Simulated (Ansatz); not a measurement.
# CH₇ClSn (built from SMILES Cl.[CH3][SnH3]): search for a transition state, part 2 of 2

Ansatz 0.2.0, Gaussian basis; PBE0-D4. The steps go on from the part before.

## (8) Relaxing after a step of 0.30 Å the other way along the mode

The input, downb/in.yaml:

```yaml
crystal:
  periodic: [false, false, false]
  atoms:
    - {symbol: Sn, position_ang: [-0.954547, -0.566823, -0.444552]}
    - {symbol: C, position_ang: [1.104950, -0.052205, 0.208380]}
    - {symbol: H, position_ang: [-0.452967, -2.087611, -1.001500]}
    - {symbol: H, position_ang: [-2.048582, -0.738223, 0.860118]}
    - {symbol: H, position_ang: [-1.507517, 0.395282, -1.748377]}
    - {symbol: H, position_ang: [0.081045, 1.186259, 0.529378]}
    - {symbol: Cl, position_ang: [-0.755470, 2.169009, 0.782903]}
    - {symbol: H, position_ang: [1.644681, 0.793415, 0.681395]}
    - {symbol: H, position_ang: [1.276787, -0.897151, 0.877902]}
    - {symbol: H, position_ang: [1.611620, -0.202052, -0.745648]}
basis:
  gaussian: {orbitals: def2-TZVP}
hamiltonian: {xc: pbe0, dispersion: d4}
relax: {f_tol: 0.005, max_steps: 200}
```

The run is started by

```
$ ansatz run in.yaml --threads 4 --pin off --events-out ev --progress --plain --max-ram 9574MiB
```

Log:

```text
Functional definition: PBE0
  name "PBE0"
  cite "Adamo & Barone, J. Chem. Phys. 110, 6158 (1999) doi:10.1063/1.478522"
  cite "Perdew, Burke & Ernzerhof, Phys. Rev. Lett. 77, 3865 (1996) doi:10.1103/PhysRevLett.77.3865"
  parent pbe
  parameter a = 0.25
  parameter kappa = 0.804
  parameter beta = 0.06672455060314922
  exchange = (1 - a)*pbe_x(kappa = kappa, mu = beta*pi^2/3) + a*exact_x
  correlation = pbe_c(beta = beta)
1217 factors; their error is unknown
mean field evaluation 1: about -19493.6645 eV, gradient 4.9e1 eV
mean field evaluation 2: about -19489.4056 eV, gradient 5.9e1 eV
mean field evaluation 4: about -19499.1143 eV, gradient 2.5e0 eV
mean field evaluation 8: about -19499.1278 eV, gradient 2.3e-2 eV
mean field evaluation 16: about -19499.2329 eV, gradient 8.8e-5 eV
mean field -19499.23285180 eV, -716.5835902488 hartree, gradient 1.1e-5 eV, S^2 0.000000; 0 other end points of the search recorded, 0 dependent functions left out
[... from here on, the SCF cycles and remarks between the steps are left out, and one step in 2 is shown ...]
relax step   1: F+E_penalty+E_count = -19499.40666001 eV  Δ(F+E_penalty+E_count) = +0.000e0 eV  max|allowed force component| = 1.618e0 eV/Å  Δτ_max = 0.0000 Å  (28 SCF iters, accepted)
relax step   2: F+E_penalty+E_count = -19499.78175911 eV  Δ(F+E_penalty+E_count) = -3.751e-1 eV  max|allowed force component| = 8.227e-1 eV/Å  Δτ_max = 0.1944 Å  (29 SCF iters, accepted)
relax step   4: F+E_penalty+E_count = -19500.12788203 eV  Δ(F+E_penalty+E_count) = -1.547e-1 eV  max|allowed force component| = 3.373e-1 eV/Å  Δτ_max = 0.1965 Å  (28 SCF iters, accepted)
relax step   6: F+E_penalty+E_count = -19500.22158136 eV  Δ(F+E_penalty+E_count) = -3.030e-2 eV  max|allowed force component| = 1.481e-1 eV/Å  Δτ_max = 0.1839 Å  (28 SCF iters, accepted)
relax step   8: F+E_penalty+E_count = -19500.23289821 eV  Δ(F+E_penalty+E_count) = -2.725e-3 eV  max|allowed force component| = 9.331e-2 eV/Å  Δτ_max = 0.1018 Å  (27 SCF iters, accepted)
relax step  10: F+E_penalty+E_count = -19500.23578502 eV  Δ(F+E_penalty+E_count) = -1.296e-3 eV  max|allowed force component| = 2.361e-1 eV/Å  Δτ_max = 0.0868 Å  (28 SCF iters, accepted)
relax step  12: F+E_penalty+E_count = -19500.24081391 eV  Δ(F+E_penalty+E_count) = -2.280e-3 eV  max|allowed force component| = 1.835e-1 eV/Å  Δτ_max = 0.0712 Å  (28 SCF iters, accepted)
relax step  14: F+E_penalty+E_count = -19500.24504007 eV  Δ(F+E_penalty+E_count) = -4.226e-3 eV  max|allowed force component| = 2.472e-2 eV/Å  Δτ_max = 0.0974 Å  (27 SCF iters, accepted)
relax step  16: F+E_penalty+E_count = -19500.25608369 eV  Δ(F+E_penalty+E_count) = -8.975e-3 eV  max|allowed force component| = 7.056e-2 eV/Å  Δτ_max = 0.1500 Å  (27 SCF iters, accepted)
relax step  18: F+E_penalty+E_count = -19500.24806288 eV  Δ(F+E_penalty+E_count) = +1.130e-2 eV  max|allowed force component| = 7.814e-1 eV/Å  Δτ_max = 0.1968 Å  (28 SCF iters, rejected (line search))
relax step  20: F+E_penalty+E_count = -19500.26331025 eV  Δ(F+E_penalty+E_count) = -2.368e-3 eV  max|allowed force component| = 2.747e-1 eV/Å  Δτ_max = 0.0962 Å  (27 SCF iters, accepted)
relax step  22: F+E_penalty+E_count = -19500.26751057 eV  Δ(F+E_penalty+E_count) = -4.200e-3 eV  max|allowed force component| = 7.724e-2 eV/Å  Δτ_max = 0.0734 Å  (28 SCF iters, accepted)
relax step  24: F+E_penalty+E_count = -19500.26976386 eV  Δ(F+E_penalty+E_count) = -1.799e-4 eV  max|allowed force component| = 2.763e-1 eV/Å  Δτ_max = 0.1074 Å  (27 SCF iters, accepted)
relax step  26: F+E_penalty+E_count = -19500.27437226 eV  Δ(F+E_penalty+E_count) = -9.277e-5 eV  max|allowed force component| = 8.741e-2 eV/Å  Δτ_max = 0.0186 Å  (29 SCF iters, accepted)
relax step  28: F+E_penalty+E_count = -19500.25787892 eV  Δ(F+E_penalty+E_count) = +1.876e-2 eV  max|allowed force component| = 1.035e0 eV/Å  Δτ_max = 0.1485 Å  (28 SCF iters, rejected (line search))
relax step  30: F+E_penalty+E_count = -19500.27576519 eV  Δ(F+E_penalty+E_count) = +2.080e-3 eV  max|allowed force component| = 4.480e-1 eV/Å  Δτ_max = 0.0975 Å  (27 SCF iters, rejected (line search))
relax step  32: F+E_penalty+E_count = -19500.27932385 eV  Δ(F+E_penalty+E_count) = -1.040e-3 eV  max|allowed force component| = 9.094e-2 eV/Å  Δτ_max = 0.0487 Å  (28 SCF iters, accepted)
relax step  34: F+E_penalty+E_count = -19500.28105475 eV  Δ(F+E_penalty+E_count) = -1.553e-3 eV  max|allowed force component| = 7.787e-2 eV/Å  Δτ_max = 0.0384 Å  (28 SCF iters, accepted)
relax step  36: F+E_penalty+E_count = -19500.28412386 eV  Δ(F+E_penalty+E_count) = -9.304e-4 eV  max|allowed force component| = 1.454e-1 eV/Å  Δτ_max = 0.0728 Å  (29 SCF iters, accepted)
relax step  38: F+E_penalty+E_count = -19500.28617782 eV  Δ(F+E_penalty+E_count) = -2.054e-3 eV  max|allowed force component| = 3.263e-2 eV/Å  Δτ_max = 0.0767 Å  (28 SCF iters, accepted)
relax step  40: F+E_penalty+E_count = -19500.28154470 eV  Δ(F+E_penalty+E_count) = +5.906e-3 eV  max|allowed force component| = 5.922e-1 eV/Å  Δτ_max = 0.1498 Å  (27 SCF iters, rejected (line search))
relax step  42: F+E_penalty+E_count = -19500.29139879 eV  Δ(F+E_penalty+E_count) = -1.487e-3 eV  max|allowed force component| = 1.208e-1 eV/Å  Δτ_max = 0.0731 Å  (28 SCF iters, accepted)
relax step  44: F+E_penalty+E_count = -19500.29310764 eV  Δ(F+E_penalty+E_count) = -1.709e-3 eV  max|allowed force component| = 6.953e-2 eV/Å  Δτ_max = 0.0546 Å  (28 SCF iters, accepted)
relax step  46: F+E_penalty+E_count = -19500.29638044 eV  Δ(F+E_penalty+E_count) = -1.742e-3 eV  max|allowed force component| = 1.552e-1 eV/Å  Δτ_max = 0.0823 Å  (28 SCF iters, accepted)
relax step  48: F+E_penalty+E_count = -19500.29883628 eV  Δ(F+E_penalty+E_count) = -2.456e-3 eV  max|allowed force component| = 6.862e-2 eV/Å  Δτ_max = 0.0604 Å  (28 SCF iters, accepted)
relax step  50: F+E_penalty+E_count = -19500.30407403 eV  Δ(F+E_penalty+E_count) = -3.069e-3 eV  max|allowed force component| = 1.635e-1 eV/Å  Δτ_max = 0.0944 Å  (28 SCF iters, accepted)
relax step  52: F+E_penalty+E_count = -19500.31702503 eV  Δ(F+E_penalty+E_count) = -1.253e-2 eV  max|allowed force component| = 2.592e-2 eV/Å  Δτ_max = 0.1149 Å  (27 SCF iters, accepted)
relax step  54: F+E_penalty+E_count = -19500.31148372 eV  Δ(F+E_penalty+E_count) = +7.709e-3 eV  max|allowed force component| = 6.762e-1 eV/Å  Δτ_max = 0.1951 Å  (28 SCF iters, rejected (line search))
relax step  56: F+E_penalty+E_count = -19500.31846761 eV  Δ(F+E_penalty+E_count) = +2.871e-3 eV  max|allowed force component| = 1.634e-1 eV/Å  Δτ_max = 0.0956 Å  (29 SCF iters, rejected (line search))
relax step  58: F+E_penalty+E_count = -19500.32524952 eV  Δ(F+E_penalty+E_count) = -1.081e-3 eV  max|allowed force component| = 1.364e-2 eV/Å  Δτ_max = 0.0488 Å  (29 SCF iters, accepted)
relax step  60: F+E_penalty+E_count = -19500.32654457 eV  Δ(F+E_penalty+E_count) = -4.631e-4 eV  max|allowed force component| = 5.905e-2 eV/Å  Δτ_max = 0.0573 Å  (28 SCF iters, accepted)
relax step  62: F+E_penalty+E_count = -19500.32738067 eV  Δ(F+E_penalty+E_count) = -5.059e-4 eV  max|allowed force component| = 7.804e-2 eV/Å  Δτ_max = 0.0596 Å  (27 SCF iters, accepted)
relax step  64: F+E_penalty+E_count = -19500.32782812 eV  Δ(F+E_penalty+E_count) = -2.113e-4 eV  max|allowed force component| = 8.262e-2 eV/Å  Δτ_max = 0.0264 Å  (29 SCF iters, accepted)
relax step  66: F+E_penalty+E_count = -19500.32839400 eV  Δ(F+E_penalty+E_count) = -2.759e-4 eV  max|allowed force component| = 3.006e-2 eV/Å  Δτ_max = 0.0148 Å  (29 SCF iters, accepted)
relax step  68: F+E_penalty+E_count = -19500.32865726 eV  Δ(F+E_penalty+E_count) = -1.279e-4 eV  max|allowed force component| = 4.995e-2 eV/Å  Δτ_max = 0.0336 Å  (29 SCF iters, accepted)
relax step  70: F+E_penalty+E_count = -19500.32888139 eV  Δ(F+E_penalty+E_count) = -1.181e-4 eV  max|allowed force component| = 5.628e-2 eV/Å  Δτ_max = 0.0449 Å  (28 SCF iters, accepted)
relax step  72: F+E_penalty+E_count = -19500.32906209 eV  Δ(F+E_penalty+E_count) = -1.008e-4 eV  max|allowed force component| = 5.362e-2 eV/Å  Δτ_max = 0.0334 Å  (29 SCF iters, accepted)
relax step  74: F+E_penalty+E_count = -19500.32918909 eV  Δ(F+E_penalty+E_count) = -1.270e-4 eV  max|allowed force component| = 3.467e-2 eV/Å  Δτ_max = 0.0359 Å  (29 SCF iters, accepted)
relax step  76: F+E_penalty+E_count = -19500.32926977 eV  Δ(F+E_penalty+E_count) = -8.067e-5 eV  max|allowed force component| = 1.909e-2 eV/Å  Δτ_max = 0.0419 Å  (28 SCF iters, accepted)
relax step  78: F+E_penalty+E_count = -19500.32933809 eV  Δ(F+E_penalty+E_count) = -6.832e-5 eV  max|allowed force component| = 1.930e-2 eV/Å  Δτ_max = 0.0231 Å  (29 SCF iters, accepted)
relax step  80: F+E_penalty+E_count = -19500.32936833 eV  Δ(F+E_penalty+E_count) = -3.024e-5 eV  max|allowed force component| = 9.052e-3 eV/Å  Δτ_max = 0.0119 Å  (29 SCF iters, accepted)
relax step  82: F+E_penalty+E_count = -19500.32943557 eV  Δ(F+E_penalty+E_count) = -1.993e-5 eV  max|allowed force component| = 6.463e-3 eV/Å  Δτ_max = 0.0176 Å  (29 SCF iters, accepted)
relax step  84: F+E_penalty+E_count = -19500.32945344 eV  Δ(F+E_penalty+E_count) = +1.002e-5 eV  max|allowed force component| = 1.344e-2 eV/Å  Δτ_max = 0.0407 Å  (28 SCF iters, rejected (line search))
relax step  86: F+E_penalty+E_count = -19500.32948044 eV  Δ(F+E_penalty+E_count) = +1.084e-5 eV  max|allowed force component| = 1.551e-2 eV/Å  Δτ_max = 0.0207 Å  (29 SCF iters, rejected (line search))
relax step  88: F+E_penalty+E_count = -19500.32947839 eV  Δ(F+E_penalty+E_count) = +2.700e-5 eV  max|allowed force component| = 1.033e-2 eV/Å  Δτ_max = 0.0104 Å  (29 SCF iters, rejected (line search))
relax step  90: F+E_penalty+E_count = -19500.32953122 eV  Δ(F+E_penalty+E_count) = -1.121e-5 eV  max|allowed force component| = 4.783e-3 eV/Å  Δτ_max = 0.0098 Å  (31 SCF iters, accepted)
relax step  92: F+E_penalty+E_count = -19500.32955244 eV  Δ(F+E_penalty+E_count) = -1.274e-5 eV  max|allowed force component| = 8.258e-3 eV/Å  Δτ_max = 0.0217 Å  (29 SCF iters, accepted)
relax step  94: F+E_penalty+E_count = -19500.32957762 eV  Δ(F+E_penalty+E_count) = -8.486e-6 eV  max|allowed force component| = 1.443e-2 eV/Å  Δτ_max = 0.0053 Å  (30 SCF iters, accepted)
relax step  96: F+E_penalty+E_count = -19500.32959472 eV  Δ(F+E_penalty+E_count) = -1.241e-5 eV  max|allowed force component| = 1.430e-2 eV/Å  Δτ_max = 0.0236 Å  (29 SCF iters, accepted)
relax step  98: F+E_penalty+E_count = -19500.32961366 eV  Δ(F+E_penalty+E_count) = -1.894e-5 eV  max|allowed force component| = 1.143e-2 eV/Å  Δτ_max = 0.0178 Å  (29 SCF iters, accepted)
relax step 100: F+E_penalty+E_count = -19500.32962042 eV  Δ(F+E_penalty+E_count) = -6.757e-6 eV  max|allowed force component| = 9.341e-3 eV/Å  Δτ_max = 0.0221 Å  (29 SCF iters, accepted)
relax step 102: F+E_penalty+E_count = -19500.32962259 eV  Δ(F+E_penalty+E_count) = -2.170e-6 eV  max|allowed force component| = 1.102e-2 eV/Å  Δτ_max = 0.0207 Å  (29 SCF iters, accepted)
relax step 104: F+E_penalty+E_count = -19500.32963303 eV  Δ(F+E_penalty+E_count) = +5.110e-6 eV  max|allowed force component| = 6.005e-3 eV/Å  Δτ_max = 0.0123 Å  (29 SCF iters, rejected (line search))
relax step 106: F+E_penalty+E_count = -19500.32966010 eV  Δ(F+E_penalty+E_count) = -1.397e-5 eV  max|allowed force component| = 3.344e-3 eV/Å  Δτ_max = 0.0061 Å  (30 SCF iters, accepted)
[... 2 lines left out ...]
mean field -19500.18407521 eV, -716.6185470643 hartree, gradient 2.3e-5 eV, S^2 0.000000; 1 other end points of the search recorded, 0 dependent functions left out
[... 2 lines left out ...]
Total energy: -19500.32969898 eV, -716.6238986395 hartree
Atom 0 at    -0.762258    -0.729007    -0.636275 Å, force    -0.001958    -0.001203    -0.000103 eV/Å
Atom 1 at     1.279992    -0.272619    -0.214843 Å, force     0.002152     0.001268     0.000684 eV/Å
Atom 2 at    -1.144084    -2.338162    -0.214782 Å, force     0.000328     0.001605    -0.000651 eV/Å
Atom 3 at    -1.773932     0.302292     0.302995 Å, force     0.001363    -0.000715    -0.000682 eV/Å
Atom 4 at    -1.139391    -0.455257    -2.278060 Å, force     0.000513    -0.000296     0.001451 eV/Å
Atom 5 at    -1.018277     1.608794     1.386169 Å, force     0.002352     0.003080     0.002279 eV/Å
Atom 6 at    -0.341327     2.460908     2.076575 Å, force    -0.002462    -0.003002    -0.002187 eV/Å
Atom 7 at     1.482564     0.770602    -0.455895 Å, force     0.000026    -0.003258     0.000787 eV/Å
Atom 8 at     1.484183    -0.435352     0.843149 Å, force    -0.000405     0.000721    -0.003344 eV/Å
Atom 9 at     1.932529    -0.912299    -0.809034 Å, force    -0.001910     0.001801     0.001766 eV/Å
Dipole moment:     0.072494    -0.257676    -0.212299 e Å
```

Wall time 7 min (4 threads of Intel Xeon at 2.50GHz, shared host).

Step by step: (not every step is listed)

```tsv
step	energy from step 1 (eV)	largest force component (eV/Å)
1	0.0000	1.6177
2	-0.3751	0.8227
3	-0.5665	0.6861
4	-0.7212	0.3373
5	-0.7846	0.2686
6	-0.8149	0.1481
7	-0.8235	0.1256
8	-0.8262	0.0933
9	-0.8278	0.1671
18	-0.8414	0.7814
27	-0.8700	0.0122
36	-0.8775	0.1454
45	-0.8880	0.0693
54	-0.9048	0.6762
63	-0.9210	0.1029
72	-0.9224	0.0536
81	-0.9228	0.0064
90	-0.9229	0.0048
99	-0.9229	0.0155
101	-0.9229	0.0120
102	-0.9230	0.0110
103	-0.9230	0.0066
104	-0.9230	0.0060
105	-0.9230	0.0059
106	-0.9230	0.0033
```

Distances of close pairs at the start and the end, largest changes first:

```tsv
bond	before (Å)	after (Å)	change (Å)
Sn1–C2	2.221	2.135	-0.086
H6–Cl7	1.315	1.289	-0.026
C2–H8	1.109	1.090	-0.019
Sn1–H4	1.711	1.723	+0.012
Sn1–H3	1.695	1.707	+0.011
Sn1–H5	1.712	1.707	-0.005
C2–H9	1.092	1.090	-0.002
C2–H10	1.091	1.090	-0.001
```

## (9) The three structures

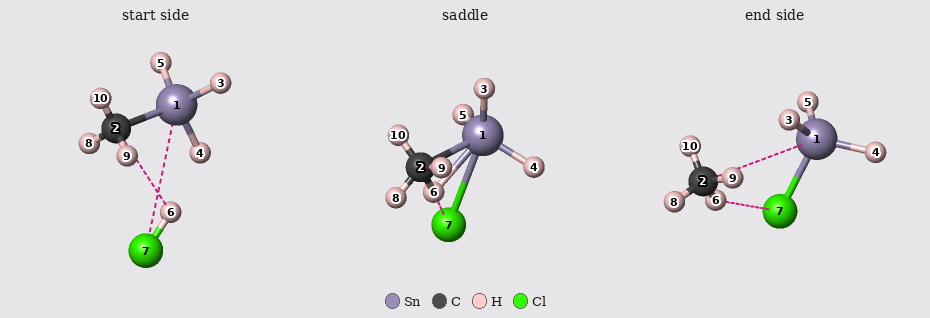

The minimum on the start side, the saddle and the minimum on the end side; broken lines join the pairs that change, where they aren't drawn as bonds.

```tsv
pair	start side (Å)	saddle (Å)	end side (Å)
Sn1–Cl7	4.209	2.892	2.335
C2–H6	3.374	1.326	1.090
Sn1–C2	2.135	2.355	4.392
H6–Cl7	1.289	1.674	3.073
```

## (10) Summary of results

What follows sums up all 2 parts.

| quantity | value |
| --- | --- |
| imaginary mode | 954i cm⁻¹ |
| barrier from the start side | 1.218 eV |
| barrier from the end side | 2.368 eV |
| energy of the step | -1.150 eV |
| pairs that change | Sn1–Cl7 formed, C2–H6 formed, Sn1–C2 broken, H6–Cl7 broken |
| zero-point energy at the saddle | 1.717 eV |

One imaginary mode, 954i cm⁻¹, makes this a first-order saddle. It joins the planned start and end. At PBE0-D4/def2-TZVP the electronic barrier is 1.218 eV, about 47 kT at 298 K, and the step runs 1.150 eV downhill.
